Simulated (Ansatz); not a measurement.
## A hypothetical structure for KCr3

This structure for KCr3 is made up. Its elements were placed in a known structure type with a cell scaled to their sizes. What cell does the guess relax to, and how far off was it?

Program: Ansatz 0.2.0. Level of theory: DFT, PBE, plane-wave PAW, files of the set soft_1, scalar-relativistic, ferromagnetic start, cell and ions relaxed at zero pressure; PAW set soft_1, in the first sound run; inputs show where later runs differ. Results are calculated unless marked as measured.

In doubt: warnings of the run leave room for a lower electronic state, so energies may not be the lowest and differences between runs may mislead.

**1. Starting point**

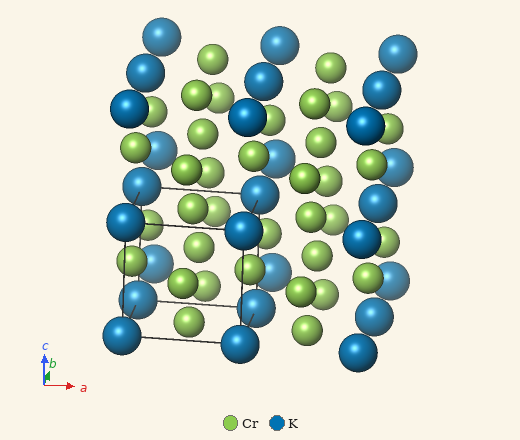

Start, viewed slightly off an axis; chromium green, potassium blue. 2×2×2 cells are drawn. Some periodic images of atoms are drawn too.

**2. Relaxing cell and atoms**

The guess takes its coordinates from another compound and its volume from a rule, so the cell and any free coordinates are relaxed together.

Input file input.yaml:

```yaml
crystal:
  lattice:
    - [4.563, 0.0, 0.0]
    - [0.0, 4.563, 0.0]
    - [0.0, 0.0, 4.563]
  atoms:
    - { symbol: Cr, position: [0.5, 0.5, 0.0], spin: 3.0 }
    - { symbol: Cr, position: [0.0, 0.5, 0.5], spin: 3.0 }
    - { symbol: Cr, position: [0.5, 0.0, 0.5], spin: 3.0 }
    - { symbol: K, position: [0.0, 0.0, 0.0] }
magnetization:
  spin_polarized: true
kpoints:
  mp_grid: { grid: [6, 6, 6] }
scf:
  occupations: { method: fermi_dirac, width: 0.05 }
hamiltonian:
  xc: pbe
  pseudopotentials: { kind: paw, azcp: { folder: soft_1 } }
relax:
  f_tol: 0.015
  max_steps: 70
  cell: {}
output:
  forces: true
  stress: true
```

Started as:

```
$ ansatz run input.yaml --threads 4 --pin off --max-ram 10240MiB --backend cpu --events-out ev --progress --plain --runs-dir out
```

Numbers of over 12 decimals in the logs are rounded to 6 here.

The program printed:

```text
Engine: ansatz 0.2.0, x86_64-unknown-linux-gnu
Pseudopotentials: kind: paw
Pseudopotential: Cr, paw, valence charge 14, recommended cutoff 420 eV (normal), soft_1/Cr.paw.azcp
Pseudopotential: K, paw, valence charge 9, recommended cutoff 420 eV (normal), soft_1/K.paw.azcp
Functional definition: PBE
  parameter kappa = 0.804
  parameter beta = 0.066725
  exchange = pbe_x(kappa = kappa, mu = beta*pi^2/3)
  correlation = pbe_c(beta = beta)
Crystal: 4 atoms, lattice volume = 95.006 Å³
Basis set: ecut = 420 eV, 1863 PW (Γ), exchange–correlation on 64×64×64 points (8 copies of the dense FFT grid, shifted against one another)
Bands: 36, of which v1, the nominal top of the filled ones, is band 26 counted from 1 (25 counted from 0)
Symmetry: 48 space group operations
Space group: Pm-3m (ITA 221), of the structure as read, at distance tolerance 4.6e-5 Å
Magnetic group: BNS 221.92 (UNI 1594), of the structure as read, at distance tolerance 4.6e-5 Å
k-points: 20 of 216
Non-local potential: Cr, projectors of the file, l = 0: 3, l = 1: 2, l = 2: 3, l = 3: 1
Non-local potential: K, projectors of the file, l = 0: 3, l = 1: 2, l = 2: 2
PAW form: soft (Blöchl's): semilocal exchange-correlation on the pseudo side does not see the compensation charge
PAW one-centre angular grid: Cr, 590 points (default); XC on 64 Gauss nodes
PAW one-centre angular grid: K, 110 points (default); XC on 64 Gauss nodes
Initial density: superposition of atomic densities (chi_scale 0.1, normalization cell, long waves kept (reshape's long-wave potential 0.00 eV rms))
Starting moments: Σ|m| = 9 μB on 3 of 4 sites
Initial wavefunctions: pseudopotential atomic-orbital guess
Functional: x = pbe(κ = 0.804, μ = 0.219515), c = pbe(β = 0.066725)
SCF iter   1: F=—  HF=-11663.044620 eV  |F-HF|=—  |Δ(HF+E_count)|=         —  Δρ=6.86e-2 (↑5.99e-2 ↓6.86e-2)  dr2=1.76e1  dr2_m=1.29e-1  M=10.337 μB ∫|m|=10.337 μB  β_m=0.30  ethr=3.10e-3  ⟨swp⟩=6.5  Hψ=5616  notcnv=0
Mixer restart at iter 1: flushing history
preconditioner: auto → Kerker (q_TF=auto, 2.460 Å⁻¹)  [metal: Δε(μ)=0.022 eV  Ē_g=6.269 eV  σ=0.050 eV  W_gap=0.11  n_scr=26 (ndim 8)  ℏωp=19.0 eV  f_vac=0.000  D(μ)=9.28/eV (n_scr^D=122)]
spin=Collinear: Kerker preconditioning applied to the charge; magnetization (m = ρ↑ − ρ↓) channel mixes plain (no charge-response kernel on spin).
SCF iter   2: F=—  HF=-11662.907655 eV  |F-HF|=—  |Δ(HF+E_count)|=   1.37e-1  Δρ=4.74e-2 (↑1.73e-2 ↓4.74e-2)  dr2=3.60e0  dr2_m=5.71e-1  M=10.786 μB ∫|m|=10.786 μB  β_m=0.40  ethr=3.10e-3  ⟨swp⟩=2.9  Hψ=3197  notcnv=0  defer=32
SCF iter   3: F=—  HF=-11662.924489 eV  |F-HF|=—  |Δ(HF+E_count)|=   1.68e-2  Δρ=3.33e-2 (↑3.33e-2 ↓3.16e-2)  dr2=3.63e-1  dr2_m=8.41e-1  M=11.638 μB ∫|m|=11.638 μB  β_m=0.17  ethr=3.10e-3  ⟨swp⟩=2.3  Hψ=2348  notcnv=0  defer=32
SCF iter   4: F=—  HF=-11663.213888 eV  |F-HF|=—  |Δ(HF+E_count)|=   2.89e-1  Δρ=3.03e-2 (↑3.03e-2 ↓2.59e-2)  dr2=1.53e-1  dr2_m=6.51e-1  M=12.296 μB ∫|m|=12.296 μB  β_m=0.25  ethr=7.11e-4  ⟨swp⟩=2.0  Hψ=1948  notcnv=0  defer=36
SCF iter   5: F=—  HF=-11664.084615 eV  |F-HF|=—  |Δ(HF+E_count)|=         —  Δρ=2.56e-2 (↑2.56e-2 ↓2.01e-2)  dr2=3.16e-2  dr2_m=4.48e-1  M=13.809 μB ∫|m|=13.809 μB  β_m=0.65  ethr=2.99e-4  ⟨swp⟩=2.5  Hψ=2879  notcnv=0  defer=36
Mixer restart at iter 5: flushing history
SCF iter   6: F=—  HF=-11664.050072 eV  |F-HF|=—  |Δ(HF+E_count)|=   3.45e-2  Δρ=7.63e-3 (↑7.59e-3 ↓7.63e-3)  dr2=3.55e-3  dr2_m=4.96e-2  M=13.881 μB ∫|m|=13.881 μB  β_m=0.80  ethr=6.19e-5  ⟨swp⟩=2.1  Hψ=2807  notcnv=0  defer=36
SCF iter   7: F=—  HF=-11664.056085 eV  |F-HF|=—  |Δ(HF+E_count)|=   6.01e-3  Δρ=5.79e-3 (↑5.79e-3 ↓1.53e-3)  dr2=2.02e-2  dr2_m=1.01e-2  M=14.059 μB ∫|m|=14.059 μB  β_m=0.67  ethr=6.96e-6  ⟨swp⟩=2.0  Hψ=2836  notcnv=0  defer=36
SCF iter   8: F=—  HF=-11664.054735 eV  |F-HF|=—  |Δ(HF+E_count)|=   1.35e-3  Δρ=6.29e-4 (↑6.12e-4 ↓6.29e-4)  dr2=1.04e-3  dr2_m=1.36e-4  M=14.041 μB ∫|m|=14.041 μB  β_m=0.83  ethr=6.96e-6  ⟨swp⟩=2.0  Hψ=2964  notcnv=0  defer=36
SCF iter   9: F=—  HF=-11664.055812 eV  |F-HF|=—  |Δ(HF+E_count)|=   1.08e-3  Δρ=2.83e-4 (↑2.83e-4 ↓2.04e-4)  dr2=1.61e-4  dr2_m=2.13e-5  M=14.074 μB ∫|m|=14.074 μB  β_m=0.92  ethr=2.04e-6  ⟨swp⟩=2.0  Hψ=1881  notcnv=0  defer=36
SCF iter  10: F=—  HF=-11664.055959 eV  |F-HF|=—  |Δ(HF+E_count)|=   1.47e-4  Δρ=1.09e-4 (↑1.02e-4 ↓1.09e-4)  dr2=3.36e-5  dr2_m=6.26e-6  M=14.087 μB ∫|m|=14.087 μB  β_m=0.96  ethr=3.16e-7  ⟨swp⟩=2.0  Hψ=1813  notcnv=0  defer=36
SCF iter  11: F=—  HF=-11664.055985 eV  |F-HF|=—  |Δ(HF+E_count)|=   2.55e-5  Δρ=7.24e-5 (↑7.24e-5 ↓2.07e-5)  dr2=1.02e-5  dr2_m=1.10e-6  M=14.096 μB ∫|m|=14.096 μB  β_m=0.98  ethr=6.59e-8  ⟨swp⟩=2.0  Hψ=1884  notcnv=0  defer=36
SCF iter  12: F=—  HF=-11664.055983 eV  |F-HF|=—  |Δ(HF+E_count)|=   1.67e-6  Δρ=2.23e-5 (↑2.23e-5 ↓8.41e-6)  dr2=4.74e-7  dr2_m=1.41e-7  M=14.095 μB ∫|m|=14.095 μB  β_m=0.99  ethr=2.00e-8  ⟨swp⟩=2.0  Hψ=1811  notcnv=0  defer=36
SCF iter  13: F=—  HF=-11664.055983 eV  |F-HF|=—  |Δ(HF+E_count)|=   1.93e-7  Δρ=1.43e-6 (↑1.37e-6 ↓1.43e-6)  dr2=1.20e-8  dr2_m=3.50e-10  M=14.094 μB ∫|m|=14.094 μB  β_m=0.99  ethr=9.30e-10  ⟨swp⟩=2.0  Hψ=1827  notcnv=0  defer=36
SCF iter  14: F=-11664.055983 eV  HF=-11664.055983 eV  |F-HF|=7.68e-10  |Δ(HF+E_count)|=   1.82e-9  Δρ=9.42e-7 (↑9.42e-7 ↓3.80e-7)  dr2=1.34e-9  dr2_m=2.59e-10  M=14.094 μB ∫|m|=14.094 μB  ethr=2.35e-11  ⟨swp⟩=1.1  Hψ=3497  notcnv=0
SCF 1 converged in 14 iterations: F = -11664.055983 eV  dr2 = 1.34e-9
  greatest PAW one-centre occupation: 1.000 electrons in one spin orbital (limit 2), on the Cr atom at site 1 (counted from 0), in its partial waves of l = 0
relax step   1: F+E_penalty+E_count = -11664.05598316 eV  Δ(F+E_penalty+E_count) = +0.000e0 eV  max|allowed force component| = 5.049e-29 eV/Å  Δτ_max = 0.0000 Å  P = +1.867 GPa  Ω = 95.006 Å³  (14 SCF iters, dr2 threshold 1.00e-7 eV, accepted)
Crystal: 4 atoms, lattice volume = 99.428 Å³
Basis set: ecut = 420 eV, 1935 PW (Γ), exchange–correlation on 64×64×64 points (8 copies of the dense FFT grid, shifted against one another)
Initial density: handed on by an earlier stage of this run
Starting moments: Σ|m| = 9 μB on 3 of 4 sites; this step starts from the density that it was given
Initial wavefunctions: those handed on with the density
iter 1 solved again at ethr=1.08e-4 eV; its pass at ethr=3.10e-3 eV (dr2=5.52e-2 eV) is discarded
SCF iter   1: F=—  HF=-11664.097926 eV  |F-HF|=—  |Δ(HF+E_count)|=         —  Δρ=7.90e-3 (↑7.90e-3 ↓1.39e-3)  dr2=5.65e-2  dr2_m=1.80e-2  M=14.389 μB ∫|m|=14.389 μB  β_m=0.30  ethr=1.08e-4  ⟨swp⟩=1.0  Hψ=6481  notcnv=0
[...]
SCF iter   7: F=-11664.093248 eV  HF=-11664.093248 eV  |F-HF|=6.11e-8  |Δ(HF+E_count)|=   4.70e-7  Δρ=8.20e-6 (↑8.20e-6 ↓1.65e-6)  dr2=7.35e-8  dr2_m=1.82e-8  M=14.360 μB ∫|m|=14.360 μB  ethr=2.21e-10  ⟨swp⟩=1.9  Hψ=4541  notcnv=0
SCF 3 converged in 7 iterations: F = -11664.093248 eV  dr2 = 7.35e-8
  greatest PAW one-centre occupation: 1.000 electrons in one spin orbital (limit 2), on the Cr atom at site 2 (counted from 0), in its partial waves of l = 0
relax step   3: F+E_penalty+E_count = -11664.09324800 eV  Δ(F+E_penalty+E_count) = -4.060e-3 eV  max|allowed force component| = 9.861e-29 eV/Å  Δτ_max = 0.0000 Å  P = +0.013 GPa  Ω = 101.697 Å³  energy of the carried Pulay correction = -8.318e-4 eV  (7 SCF iters, dr2 threshold 4.00e-7 eV, accepted)
Initial wavefunctions: pseudopotential atomic-orbital guess (no wavefunctions were taken with the density)
iter 1 solved again at ethr=5.03e-8 eV; its pass at ethr=3.10e-3 eV (dr2=2.56e-5 eV) is discarded
SCF iter   1: F=—  HF=-11664.084861 eV  |F-HF|=—  |Δ(HF+E_count)|=         —  Δρ=6.83e-4 (↑6.83e-4 ↓3.15e-4)  dr2=2.41e-5  dr2_m=3.36e-5  M=14.364 μB ∫|m|=14.364 μB  β_m=0.65  ethr=5.03e-8  ⟨swp⟩=3.0  Hψ=8869  notcnv=0
preconditioner: auto → Kerker (q_TF=auto, 1.921 Å⁻¹)  [metal: Δε(μ)=0.076 eV  Ē_g=6.745 eV  σ=0.050 eV  W_gap=0.35  n_scr=18 (ndim 8)  ℏωp=18.4 eV  f_vac=0.000  D(μ)=3.11/eV (n_scr^D=26)]
spin=Collinear: Kerker preconditioning applied to the charge; magnetization (m = ρ↑ − ρ↓) channel mixes plain (no charge-response kernel on spin).
SCF iter   2: F=—  HF=-11664.093189 eV  |F-HF|=—  |Δ(HF+E_count)|=   8.33e-3  Δρ=2.43e-4 (↑2.43e-4 ↓1.13e-4)  dr2=3.23e-6  dr2_m=4.16e-6  M=14.362 μB ∫|m|=14.362 μB  β_m=0.63  ethr=4.72e-8  ⟨swp⟩=2.5  Hψ=2129  notcnv=0
SCF iter   3: F=—  HF=-11664.094363 eV  |F-HF|=—  |Δ(HF+E_count)|=   1.17e-3  Δρ=2.85e-5 (↑2.85e-5 ↓1.37e-5)  dr2=1.76e-7  dr2_m=8.26e-8  M=14.361 μB ∫|m|=14.361 μB  β_m=0.60  ethr=6.33e-9  ⟨swp⟩=2.4  Hψ=2390  notcnv=0
SCF iter   4: F=—  HF=-11664.094376 eV  |F-HF|=—  |Δ(HF+E_count)|=   1.33e-5  Δρ=8.33e-6 (↑8.33e-6 ↓4.16e-6)  dr2=8.32e-8  dr2_m=2.38e-8  M=14.361 μB ∫|m|=14.361 μB  β_m=0.70  ethr=3.46e-10  ⟨swp⟩=2.0  Hψ=2413  notcnv=0
SCF iter   5: F=—  HF=-11664.094377 eV  |F-HF|=—  |Δ(HF+E_count)|=   3.43e-7  Δρ=4.93e-6 (↑4.93e-6 ↓2.22e-6)  dr2=3.56e-8  dr2_m=8.47e-9  M=14.361 μB ∫|m|=14.361 μB  β_m=0.85  ethr=1.63e-10  ⟨swp⟩=2.0  Hψ=1796  notcnv=0
SCF iter   6: F=—  HF=-11664.094377 eV  |F-HF|=—  |Δ(HF+E_count)|=   7.59e-8  Δρ=1.00e-6 (↑1.00e-6 ↓6.55e-7)  dr2=2.62e-9  dr2_m=3.92e-10  M=14.360 μB ∫|m|=14.360 μB  β_m=0.93  ethr=6.98e-11  ⟨swp⟩=2.5  Hψ=2023  notcnv=0
SCF iter   7: F=—  HF=-11664.094202 eV  |F-HF|=—  |Δ(HF+E_count)|=   1.75e-4  Δρ=4.69e-6 (↑3.21e-6 ↓4.69e-6)  dr2=6.65e-8  dr2_m=8.06e-9  M=14.361 μB ∫|m|=14.361 μB  β_m=0.93  ethr=5.13e-12  ⟨swp⟩=3.1  Hψ=3183  notcnv=0
SCF iter   8: F=—  HF=-11664.094202 eV  |F-HF|=—  |Δ(HF+E_count)|=   1.01e-8  Δρ=4.88e-6 (↑3.40e-6 ↓4.88e-6)  dr2=6.91e-8  dr2_m=9.04e-9  M=14.361 μB ∫|m|=14.361 μB  β_m=0.88  ethr=5.13e-12  ⟨swp⟩=2.0  Hψ=1550  notcnv=0
SCF iter   9: F=—  HF=-11664.094202 eV  |F-HF|=—  |Δ(HF+E_count)|=   1.17e-8  Δρ=5.14e-6 (↑3.53e-6 ↓5.14e-6)  dr2=7.71e-8  dr2_m=9.86e-9  M=14.361 μB ∫|m|=14.361 μB  β_m=0.94  ethr=5.13e-12  ⟨swp⟩=2.0  Hψ=1690  notcnv=0
SCF iter  10: F=—  HF=-11664.094202 eV  |F-HF|=—  |Δ(HF+E_count)|=   8.53e-8  Δρ=2.97e-6 (↑2.02e-6 ↓2.97e-6)  dr2=2.62e-8  dr2_m=3.20e-9  M=14.361 μB ∫|m|=14.361 μB  β_m=0.97  ethr=5.13e-12  ⟨swp⟩=2.6  Hψ=2507  notcnv=0
SCF iter  11: F=—  HF=-11664.094202 eV  |F-HF|=—  |Δ(HF+E_count)|=   4.08e-8  Δρ=4.57e-7 (↑2.98e-7 ↓4.57e-7)  dr2=6.23e-10  dr2_m=7.18e-11  M=14.361 μB ∫|m|=14.361 μB  β_m=0.99  ethr=5.13e-12  ⟨swp⟩=2.9  Hψ=2619  notcnv=0
SCF iter  12: F=—  HF=-11664.094202 eV  |F-HF|=—  |Δ(HF+E_count)|=  8.09e-10  Δρ=1.78e-7 (↑1.11e-7 ↓1.78e-7)  dr2=9.63e-11  dr2_m=1.05e-11  M=14.361 μB ∫|m|=14.361 μB  β_m=0.99  ethr=1.22e-12  ⟨swp⟩=2.0  Hψ=1814  notcnv=0
SCF iter  13: F=-11664.094202 eV  HF=-11664.094202 eV  |F-HF|=3.82e-11  |Δ(HF+E_count)|=  7.82e-11  Δρ=1.12e-7 (↑9.83e-8 ↓1.12e-7)  dr2=3.41e-11  dr2_m=6.09e-12  M=14.361 μB ∫|m|=14.361 μB  ethr=1.00e-12  ⟨swp⟩=2.1  Hψ=3645  notcnv=0
SCF 4 converged in 13 iterations: F = -11664.094202 eV  dr2 = 3.41e-11
relax step   4: F+E_penalty+E_count = -11664.09420180 eV  Δ(F+E_penalty+E_count) = -9.538e-4 eV  max|allowed force component| = 1.154e-28 eV/Å  Δτ_max = 0.0000 Å  P = +0.023 GPa  Ω = 101.697 Å³  stress off target by 2.29e-2 GPa  SCF on the basis re-selected at this cell (its energy is not comparable with the rows above)  (13 SCF iters)
basis re-selected at this cell: Δ(F+E_penalty+E_count) = -9.538e-4 eV, ΔP = +0.010 GPa vs the last step (what re-selecting the basis moved, of the pressure what is left beyond the Pulay correction that the steps carried, after the strain that the cell walked since its last selection, with what the two solves' SCF thresholds leave and, on support functions, any second-order correction that the steps lacked; it is no m [...]
WARN: an SCF from ferrimagnetic starting moments (-4.07, 4.07, 4.07, 0.00 Bohr magnetons, atom by atom) was not made, by what the run has read of turns of its moments that order reads lower: the deck asks for what bars it, or types moments that do (magnetization.spin_polarized, in the input reference, names some of the keys), or the run goes by scf.lower_state_search: light, the default, which as a rule tries one only behind a close that has lost an order of both signs, or on which an open d or half-filled 4f shell of a PAW file has lost a moment that was set nearer to Hund's than to what is left; [rest of the remark cut]
SCF converged after 13 iterations
Magnetization: 14.3607 μB (32.6803 up, 18.3197 down)
Absolute magnetization: 14.3607 μB (∫|ρ↑−ρ↓|, with the PAW one-centre terms)
Spin contamination: 0.0393 ħ² per cell (⟨S²⟩ above its minimum at these occupations)
Per-site moments (μB) at R_I (Å): [(4.326688, 1.361481), (4.326688, 1.361481), (4.326688, 1.361481), (0.131740, 1.361481)]
Free energy (F): -11664.094202 eV
Harris-Foulkes:  -11664.094202 eV  (|F-HF|=3.82e-11)
Internal energy: -11664.067565 eV  (E = F + TS)
E sigma→0 (E₀):  -11664.080883 eV
Entropy (-TS):   -0.026637 eV (-6.659 meV/atom)
Fermi energy:    7.604705 eV
--- Per-component energies (eV) ---
  E_band       = -955.656312
  E_kinetic    = 1151.839621
  E_local      = -5969.214462  (includes V_loc(G=0)·N_el)
  E_nonlocal   = 171.613213
  E_hartree    = 2579.917687
  E_xc         = -470.437469
  E_vxc        = -590.784756  (∫ρ·V_xc dr)
  E_paw        = -4463.974391  (= ΣΔE_a)
  E_vpaw       = -878.947963  (= ΣTr[D̂ρ^β])
  E_aug_tail   = 0.002728  (compensation charges beyond the density's cutoff)
  E_ewald      = -4663.814492
  E_smearing   = -0.026637  (= −TS)
  E_closure    = -0.000000  (closes the sum)
  Σ components = -11664.094202   (vs F -11664.094202, Δ=0.00e0)
--- Forces (eV/Å), atoms counted from 1 ---
  atom   1  Cr    -0.00000000     0.00000000    -0.00000000
  atom   2  Cr    -0.00000000    -0.00000000     0.00000000
  atom   3  Cr     0.00000000     0.00000000     0.00000000
  atom   4  K     -0.00000000    -0.00000000     0.00000000
  max |Σ_I F_I| component: 1.02e-28 eV/Å
--- Stress (GPa, compression-positive) ---
        0.022925       0.000000       0.000000
        0.000000       0.022925       0.000000
        0.000000       0.000000       0.022925
  P = ⅓ Tr σ = 0.0229 GPa (0.229 kbar)
--- Relaxed structure (3 steps of the walk, 3 accepted, 1 SCFs on fresh bases) ---
  F+E_penalty+E_count = -11664.09420180 eV   max|allowed force component| = 1.154e-28 eV/Å   (the final SCF, on the basis selected at the relaxed cell)
  cell:  # Å, volume = 101.6969 Å³
    - [4.667696, 0, 0.0]
    - [0, 4.667696, 0]
    - [0.0, 0, 4.667696]
  atoms:
    - { symbol: Cr, position: [0.500000, 0.500000, 0] }
    - { symbol: Cr, position: [0, 0.500000, 0.500000] }
    - { symbol: Cr, position: [0.500000, 0, 0.500000] }
    - { symbol: K, position: [0, 0, 0] }
```

Elapsed: 13 s, on 4 threads of Intel Xeon Platinum 8488C (Sapphire Rapids), shared host; peak memory 0.58 GiB; 28 s of CPU time.

The steps of the relaxation:

```
step  energy less that of the first step (eV)  largest force component (eV/Å)  pressure (GPa)  volume (Å³)
   1                                   0.0000                          0.0000            1.87        95.01
   2                                  -0.0332                          0.0000            0.61        99.43
   3                                  -0.0373                          0.0000            0.01       101.70
  4*                                  -0.0382                          0.0000            0.02       101.70
```

Relaxation steps marked * repeat the geometry before them on a plane-wave basis chosen anew for their cell, so energy and pressure can jump there.

The run keeps the 48 symmetry operations that it works with, so distortions that break them were not tested.

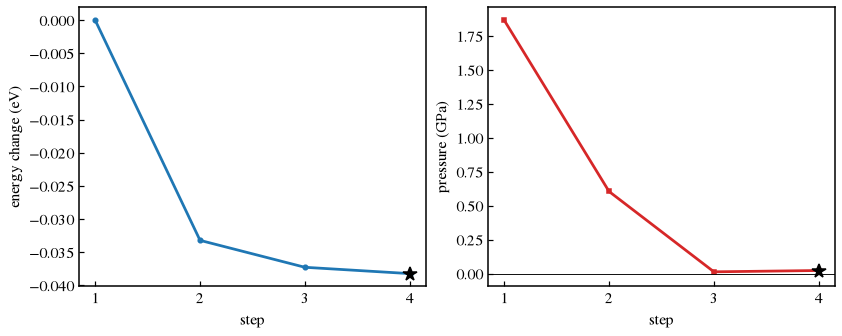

Energy and pressure along the relaxation. Stars mark steps on a basis chosen anew.

```
conventional cell, symmetrised  before  after  change
                         a (Å)   4.563  4.668  +2.3 %
                         b (Å)   4.563  4.668  +2.3 %
                         c (Å)   4.563  4.668  +2.3 %
              volume (Å³/atom)   23.75  25.42  +7.0 %
```

This step gave:

* free energy: -11664.0942 eV
* energy at zero smearing: -11664.0809 eV
* smearing term TS: 0.02664 eV
* Fermi energy: 7.605 eV
* magnetization: 14.36 μB
* absolute magnetization: 14.36 μB
* site moments: 4.327, 4.327, 4.327, 0.1317 μB
* electrons: 51
* symmetry operations: 48
* pressure: 0.02292 GPa

Site moment by atom:

| atom | site moment (μB) |
| --- | --- |
| Cr1 | 4.33 |
| Cr2 | 4.33 |
| Cr3 | 4.33 |
| K4 | 0.13 |

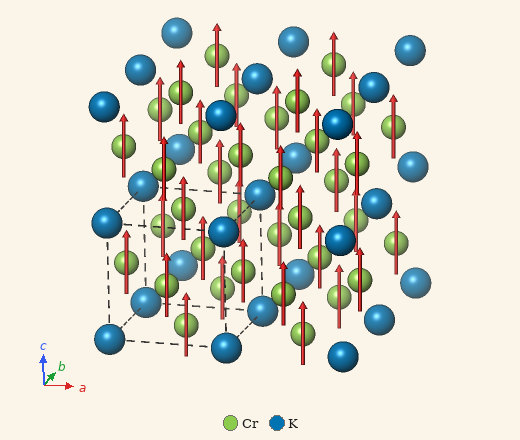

Site moment as arrows, the longest 4.33 μB. Up and down stand for the sign. Arrows give size and sign along the axis of quantisation, drawn up and down the page. 2×2×2 cells are drawn. Some periodic images of atoms are drawn too.

Shortest distances by pair of elements, guess and relaxed (not always the same contact):

```csv
pair,guess (Å),relaxed (Å)
Cr–K,3.227,3.301
Cr–Cr,3.227,3.301
K–K,4.563,4.668
```

The relaxation ends with a pressure of 0.02 GPa.

[end of part 1 of 2]

[Logs are printed without paths, hosts, clocks, repeated set-up lines and the standing remarks that a program may print on its own settings, such as how far it seeks lower states.]

[Hosts, paths, dates, database ids (printed as entryN), source tags and the programs' standing remarks are cut or masked in the printed files.]
